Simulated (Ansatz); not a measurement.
System Al₂Cl; source of the atomic positions: the geometry relaxed with Ansatz 0.2.0, DFT PBE, scalar-relativistic, plane waves, PAW; the starting structure was generated, so it need not be a known form of this composition.

```cif
data_structure
_symmetry_space_group_name_H-M 'P 1'
_symmetry_Int_Tables_number 1
_cell_length_a 3.8210
_cell_length_b 3.8210
_cell_length_c 4.9703
_cell_angle_alpha 90.000
_cell_angle_beta 90.000
_cell_angle_gamma 90.000
_cell_volume 72.57
loop_
_atom_site_label
_atom_site_type_symbol
_atom_site_fract_x
_atom_site_fract_y
_atom_site_fract_z
_atom_site_occupancy
Al1 Al 0.50000 0.00000 0.19422 1
Al2 Al 0.00000 0.50000 0.19422 1
Cl1 Cl 0.00000 0.00000 0.69247 1
```

Bonds are taken as Al–Al below 3 Å and Al–Cl below 3.5 Å; no other contact counts. Atoms with one bond or none are removed and atoms with two bonds are replaced by edges, until no such atom is left.

Derive the underlying net.

The result is a uninodal 8-connected, three-periodic net: Al and Cl are 8-connected nodes. It is the reo net, known from the oxygen array of ReO3. It is a single net, without interpenetration.

```
     node  links  point symbol  coordination sequence
Al and Cl      8   3⁸·4⁸·5⁸·6⁴    8 30 68 126 180 286
```

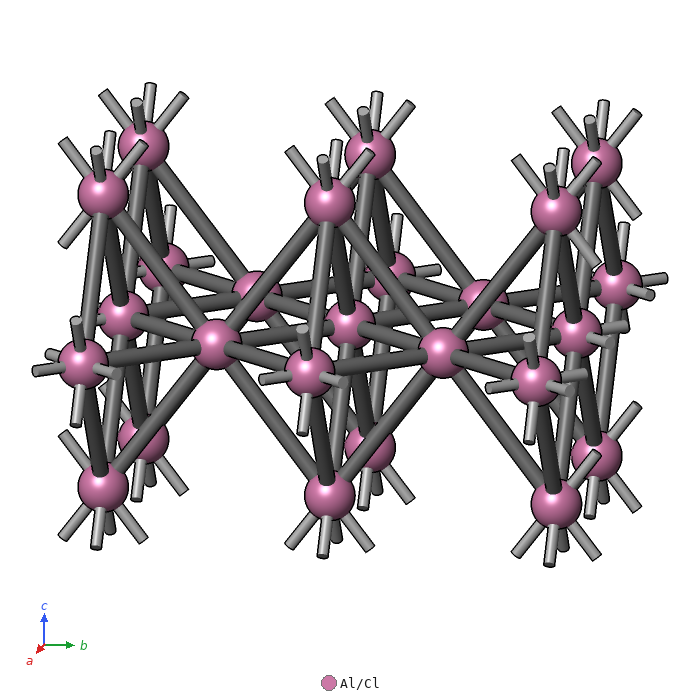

Nodes are coloured by topological kind. Short stubs are edges that leave the cut-out.
